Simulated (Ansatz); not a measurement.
System: CCuP (triplet).

```xyz
3

C     0.0000    0.0000   -0.1222
Cu    0.0000    0.0000    1.8031
P     0.0000    0.0000   -1.6808
```

Geometry: PBE0-D3(BJ)/def2-SVP.

Method: isolated molecule in a Gaussian basis; Kohn-Sham density functional theory, functional PBE0 in Ansatz 0.2.0.

### What can the converged electron density, electron localisation function and spin density tell about the bonding?

C–P (1.56 Å): the density is about 1.6 e/Å³ at the midpoint; the ELF peaks at about 0.85 between the atoms (a covalent bond).
C–Cu (1.93 Å): the density is about 0.77 e/Å³ at the midpoint; the ELF peaks at about 0.90 in the valence shell of C, 0.6 Å from its nucleus, and is about 0.40 at the midpoint.
The unpaired spin (2 electrons) lies mostly on Cu2 (about 1.7) and C1 (about 0.3), in electrons by Hirshfeld's partition, with opposite, polarisation-induced spin on P3.

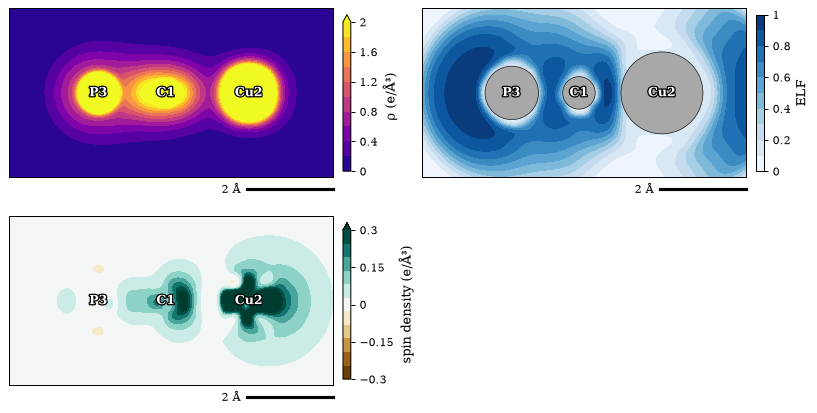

Computed electron density, electron localisation function and spin density on a plane that holds the molecular axis, in this order. Grey discs cover the atomic cores in the ELF map. 
